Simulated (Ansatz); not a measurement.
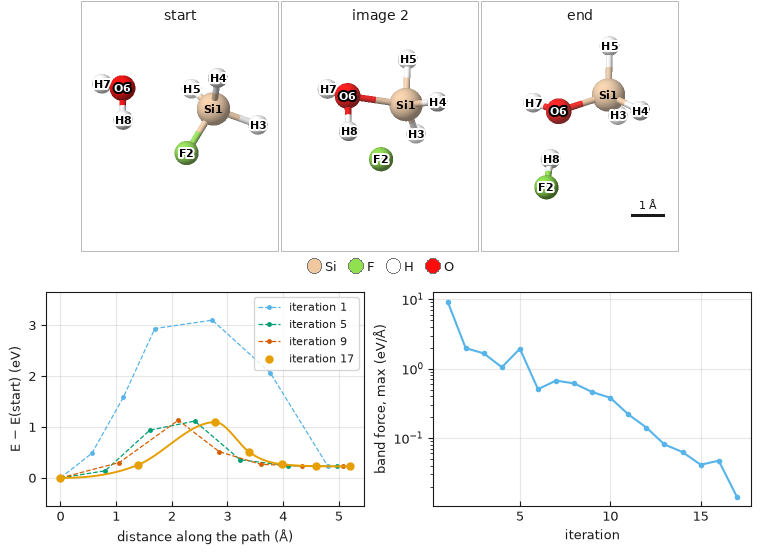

A nudged-elastic-band calculation for SiH₅OF, made up of SiH$_{3}$F and H2O. Images are numbered from 0 (start) to 6 (end). The plot follows the band through its iterations. Style: ball-and-stick. Shown at a tilt.

Method: Ansatz, RKS PBE-D4/def2-mTZVP. Run with 5 movable images; climbing image; force threshold 0.03 eV/Å; iteration limit 60; starting path through a guess of the saddle point.

Question: Did the band converge, and can the barrier be trusted?

Answer: The result is final at these settings. The band converged in 17 iterations. The largest component of the band force went from 9.3 to 0.014 eV/Å. The climbing image converged on the top of the path. Its vibrational analysis gives one imaginary mode (522i cm⁻¹), as a transition state must have. The first iteration put the highest image at 3.10 eV. The energy climbs by 1.10 eV to image 2 and then falls by 0.87 eV, so the end point sits at +0.23 eV.

Limits of the set-up: the start holds two separate molecules, 2.2 Å apart at their closest, whose relative position is a soft coordinate.

Cost: 2.7 min on 1 thread of Arm Neoverse V1, with other jobs on the host, peak memory 0.13 GiB.
